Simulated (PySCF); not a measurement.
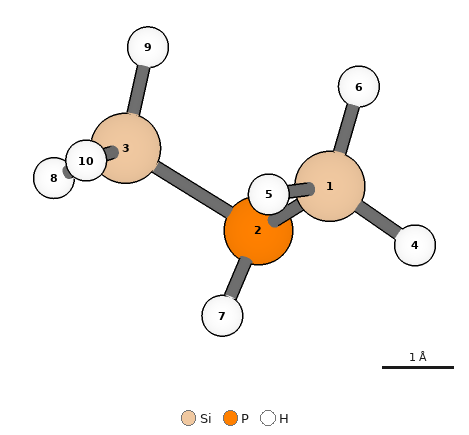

The input geometry (ball-and-stick view, seen at a tilt; atoms are numbered from 1 in the order of the input).

**Run report: Si$_{2}$PH$_{7}$, energy and gradient calculation**

- system: Si$_{2}$PH$_{7}$, SMILES [SiH3]P[SiH3]
- method: wB97X/def2-SVP, RKS (PySCF 2.14.0)

The geometry comes from this level: PBE0-D4/def2-TZVP. Figures and captions count atoms from 1; the log counts them from 0 in places.

Output:
```
PySCF version 2.14.0

[INPUT] num. atoms = 10
[INPUT] num. electrons = 50
[INPUT] charge = 0
[INPUT] spin (= nelec alpha-beta = 2S) = 0
[INPUT] symmetry False subgroup None
[INPUT] Mole.unit = angstrom
[INPUT] Symbol           X                Y                Z      unit          X                Y                Z       unit  Magmom
[INPUT]  1 Si    -1.293600000000   0.739000000000  -0.772200000000 AA   -2.444549714737   1.396507606054  -1.459246513389 Bohr   0.0
[INPUT]  2 P     -0.480900000000  -1.286900000000  -0.226900000000 AA   -0.908769293303  -2.431888549703  -0.428778857664 Bohr   0.0
[INPUT]  3 Si     1.218600000000  -0.517700000000   1.031000000000 AA    2.302820255395  -0.978311214687   1.948307634427 Bohr   0.0
[INPUT]  4 H     -2.304600000000   0.574000000000  -1.848800000000 AA   -4.355062826673   1.084702795500  -3.493725659096 Bohr   0.0
[INPUT]  5 H     -0.250300000000   1.695000000000  -1.230100000000 AA   -0.472998448979   3.203085781138  -2.324552105827 Bohr   0.0
[INPUT]  6 H     -1.956000000000   1.292600000000   0.437500000000 AA   -3.696304299649   2.442659988613   0.826755179497 Bohr   0.0
[INPUT]  7 H      0.301300000000  -1.417200000000  -1.407700000000 AA    0.569374481331  -2.678119863734  -2.660167465550 Bohr   0.0
[INPUT]  8 H      2.134200000000  -1.647000000000   1.338800000000 AA    4.033053495047  -3.112378927159   2.529965335568 Bohr   0.0
[INPUT]  9 H      0.636600000000  -0.003100000000   2.298000000000 AA    1.202999650898  -0.005858150986   4.342590634251 Bohr   0.0
[INPUT] 10 H      1.994800000000   0.571500000000   0.380300000000 AA    3.769625673282   1.079978480189   0.718662845172 Bohr   0.0

nuclear repulsion = 200.890499847586
number of shells = 45
number of NR pGTOs = 157
number of NR cGTOs = 89
basis = def2-svp
ecp = {}

******** <class 'pyscf.dft.rks.RKS'> ********
method = RKS
initial guess = minao
damping factor = 0
level_shift factor = 0
DIIS = <class 'pyscf.scf.diis.CDIIS'>
diis_start_cycle = 1
diis_space = 8
diis_damp = 0
SCF conv_tol = 1e-10
SCF conv_tol_grad = None
SCF max_cycles = 50
direct_scf = True
direct_scf_tol = 1e-13
XC library pyscf.dft.libxc version 7.0.0
    S. Lehtola, C. Steigemann, M. J.T. Oliveira, and M. A.L. Marques.,  SoftwareX 7, 1–5 (2018)
XC functionals = wb97x
radial grids:
    Treutler-Ahlrichs [JCP 102, 346 (1995); DOI:10.1063/1.469408] (M4) radial grids

becke partition: Becke, JCP 88, 2547 (1988); DOI:10.1063/1.454033
pruning grids: <function nwchem_prune>
grids dens level: 5
symmetrized grids: False
atomic radii adjust function: <function treutler_atomic_radii_adjust>
small_rho_cutoff = 0
Set gradient conv threshold to 1e-05
Initial guess from minao.
tot grids = 295472
init E= -923.930844176833
  HOMO = -0.294218001749616  LUMO = 0.031593920820014  gap/eV = 8.86579
cycle= 1 E= -924.217526695548  delta_E= -0.287  |g|= 0.207  |ddm|= 2.71
  HOMO = -0.355332106140657  LUMO = 0.0697684451441019  gap/eV = 11.56758
cycle= 2 E= -924.233990010393  delta_E= -0.0165  |g|= 0.0819  |ddm|= 0.382
  HOMO = -0.358038139264844  LUMO = 0.0870638544399553  gap/eV = 12.11184
cycle= 3 E= -924.236516198417  delta_E= -0.00253  |g|= 0.019  |ddm|= 0.137
  HOMO = -0.355931312976873  LUMO = 0.0873927600664874  gap/eV = 12.06346
cycle= 4 E= -924.236711469629  delta_E= -0.000195  |g|= 0.00391  |ddm|= 0.0445
  HOMO = -0.357344390204501  LUMO = 0.0867861253858608  gap/eV = 12.08541
cycle= 5 E= -924.236719849629  delta_E= -8.38e-06  |g|= 0.000984  |ddm|= 0.0105
  HOMO = -0.357144803443794  LUMO = 0.0868212556961834  gap/eV = 12.08093
cycle= 6 E= -924.236720646562  delta_E= -7.97e-07  |g|= 0.000258  |ddm|= 0.0033
  HOMO = -0.357218674532594  LUMO = 0.0868006723332067  gap/eV = 12.08238
cycle= 7 E= -924.236720706366  delta_E= -5.98e-08  |g|= 6.7e-05  |ddm|= 0.00101
  HOMO = -0.357214593954241  LUMO = 0.0868061841037799  gap/eV = 12.08242
cycle= 8 E= -924.236720710285  delta_E= -3.92e-09  |g|= 1.6e-05  |ddm|= 0.000243
  HOMO = -0.357215281409344  LUMO = 0.0868050543583561  gap/eV = 12.08241
cycle= 9 E= -924.236720710552  delta_E= -2.66e-10  |g|= 4.85e-06  |ddm|= 7.24e-05
  HOMO = -0.357214722803379  LUMO = 0.0868051673943508  gap/eV = 12.08240
cycle= 10 E= -924.236720710576  delta_E= -2.43e-11  |g|= 9.68e-07  |ddm|= 2.09e-05
  HOMO = -0.357214842809274  LUMO = 0.0868051145581177  gap/eV = 12.08240
```

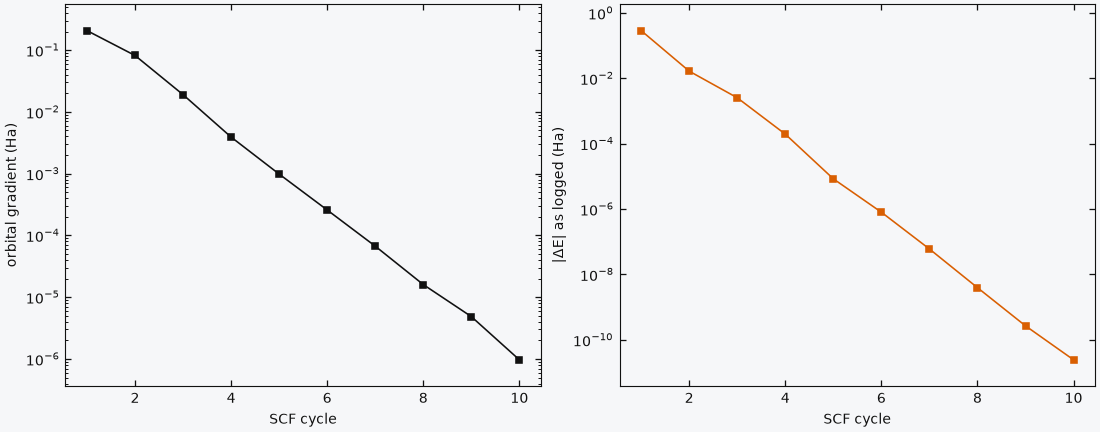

Convergence of the self-consistent field: orbital gradient and size of the energy change against the SCF cycle. The residual falls at every step.

```
Extra cycle  E= -924.236720710578  delta_E= -1.59e-12  |g|= 3.94e-07  |ddm|= 3.49e-06
converged SCF energy = -924.236720710578
Final energy -924.2367207105776

******** <class 'pyscf.grad.rks.Gradients'> for <class 'pyscf.dft.rks.RKS'> ********
unit = Eh/Bohr
grid_response = False
--------------- RKS gradients ---------------
         x                y                z
0 Si     0.0023197899     0.0006459684     0.0005622719
1 P    -0.0006305032    -0.0005577290     0.0004962083
2 Si    -0.0003985940     0.0019791758    -0.0013886359
3 H     0.0012026615     0.0000612740     0.0013215084
4 H    -0.0018277149    -0.0010400162     0.0004978788
5 H     0.0008099719    -0.0009991169    -0.0016680745
6 H    -0.0002269899     0.0010824644     0.0010590229
7 H    -0.0012014221     0.0012647199    -0.0004046533
8 H     0.0006773324    -0.0009240290    -0.0017370548
9 H    -0.0007429268    -0.0015597055     0.0012623249
----------------------------------------------
Dipole moment(X, Y, Z, Debye):  0.55266,  0.55667, -0.38176
 ** Mulliken pop  **
pop of  0 Si 1s           1.99932
pop of  0 Si 2s           1.98176
pop of  0 Si 3s           1.01896
pop of  0 Si 4s           0.21303
pop of  0 Si 2px          1.97574
pop of  0 Si 2py          1.97538
pop of  0 Si 2pz          1.97590
pop of  0 Si 3px          0.44397
pop of  0 Si 3py          0.43281
pop of  0 Si 3pz          0.45047
pop of  0 Si 4px          0.37715
pop of  0 Si 4py          0.29281
pop of  0 Si 4pz          0.38905
pop of  0 Si 3dxy         0.04387
pop of  0 Si 3dyz         0.02570
pop of  0 Si 3dz^2        0.02517
pop of  0 Si 3dxz         0.05233
pop of  0 Si 3dx2-y2      0.02551
pop of  1 P 1s            1.99937
pop of  1 P 2s            1.98328
pop of  1 P 3s            1.17404
pop of  1 P 4s            0.57298
pop of  1 P 2px           1.97504
pop of  1 P 2py           1.97543
pop of  1 P 2pz           1.97402
pop of  1 P 3px           0.52126
pop of  1 P 3py           0.52862
pop of  1 P 3pz           0.48411
pop of  1 P 4px           0.67071
pop of  1 P 4py           0.76754
pop of  1 P 4pz           0.54078
pop of  1 P 3dxy          0.01372
pop of  1 P 3dyz          0.00836
pop of  1 P 3dz^2         0.01401
pop of  1 P 3dxz          0.03159
pop of  1 P 3dx2-y2       0.01818
pop of  2 Si 1s           1.99932
pop of  2 Si 2s           1.98176
pop of  2 Si 3s           1.01897
pop of  2 Si 4s           0.21304
pop of  2 Si 2px          1.97548
pop of  2 Si 2py          1.97586
pop of  2 Si 2pz          1.97568
pop of  2 Si 3px          0.43824
pop of  2 Si 3py          0.44907
pop of  2 Si 3pz          0.43991
pop of  2 Si 4px          0.33132
pop of  2 Si 4py          0.37432
pop of  2 Si 4pz          0.35340
pop of  2 Si 3dxy         0.06096
pop of  2 Si 3dyz         0.03050
pop of  2 Si 3dz^2        0.02845
pop of  2 Si 3dxz         0.04123
pop of  2 Si 3dx2-y2      0.01144
pop of  3 H 1s            0.72830
pop of  3 H 2s            0.31770
pop of  3 H 2px           0.00437
pop of  3 H 2py           0.00098
pop of  3 H 2pz           0.00468
pop of  4 H 1s            0.72893
pop of  4 H 2s            0.32977
pop of  4 H 2px           0.00445
pop of  4 H 2py           0.00415
pop of  4 H 2pz           0.00147
pop of  5 H 1s            0.72825
pop of  5 H 2s            0.32095
pop of  5 H 2px           0.00233
pop of  5 H 2py           0.00198
pop of  5 H 2pz           0.00565
pop of  6 H 1s            0.71281
pop of  6 H 2s            0.24974
pop of  6 H 2px           0.00584
pop of  6 H 2py           0.00368
pop of  6 H 2pz           0.00912
pop of  7 H 1s            0.72831
pop of  7 H 2s            0.31769
pop of  7 H 2px           0.00373
pop of  7 H 2py           0.00508
pop of  7 H 2pz           0.00121
pop of  8 H 1s            0.72822
pop of  8 H 2s            0.32099
pop of  8 H 2px           0.00190
pop of  8 H 2py           0.00168
pop of  8 H 2pz           0.00638
pop of  9 H 1s            0.72891
pop of  9 H 2s            0.32976
pop of  9 H 2px           0.00294
pop of  9 H 2py           0.00491
pop of  9 H 2pz           0.00221
 ** Mulliken atomic charges  **
charge of    0Si =      0.30108
charge of    1P =     -0.25304
charge of    2Si =      0.30106
charge of    3H =     -0.05603
charge of    4H =     -0.06877
charge of    5H =     -0.05916
charge of    6H =      0.01882
charge of    7H =     -0.05603
charge of    8H =     -0.05917
charge of    9H =     -0.06874
```

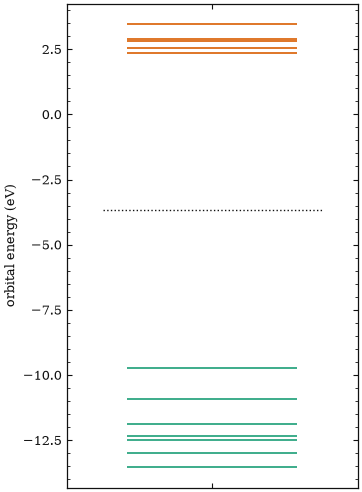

Orbital energies near the frontier; the dotted line parts filled from empty levels, and levels within 0.02 eV of each other stand side by side. Highest filled −9.72 eV, lowest empty 2.36 eV, 12.08 eV apart.

This output came from the following input.

The input (job.py):
```python
import pyscf.grad
from pyscf import gto, dft

mol = gto.Mole()
mol.atom = '''
Si  -1.293600   0.739000  -0.772200
P   -0.480900  -1.286900  -0.226900
Si   1.218600  -0.517700   1.031000
H   -2.304600   0.574000  -1.848800
H   -0.250300   1.695000  -1.230100
H   -1.956000   1.292600   0.437500
H    0.301300  -1.417200  -1.407700
H    2.134200  -1.647000   1.338800
H    0.636600  -0.003100   2.298000
H    1.994800   0.571500   0.380300
'''
mol.charge = 0
mol.max_memory = 1860
mol.verbose = 4
mol.basis = 'def2-svp'
mol.build()

mf = dft.RKS(mol)
mf.xc = 'wb97x'
mf.grids.level = 5
mf.conv_tol = 1e-10
mf.kernel()
if not mf.converged:
    mf = mf.newton().run(mf.mo_coeff, mf.mo_occ)

energy = mf.e_tot
print('Final energy', energy)
grad = mf.Gradients().kernel()
dip = mf.dip_moment()
pop, q = mf.mulliken_pop()
```

Run as:
```bash
OMP_NUM_THREADS=1 python job.py
```

Key numbers:

```tsv
quantity	value
outcome	converged
total energy	−924.236721 hartree
basis functions	89
largest force	0.127 eV/Å
HOMO	−9.72 eV
LUMO	2.36 eV
dipole moment	0.87 D
hardware	1 thread of Arm Neoverse V2, 24 GiB of memory available, shared host
wall time	35 s
peak memory	0.87 GiB
```
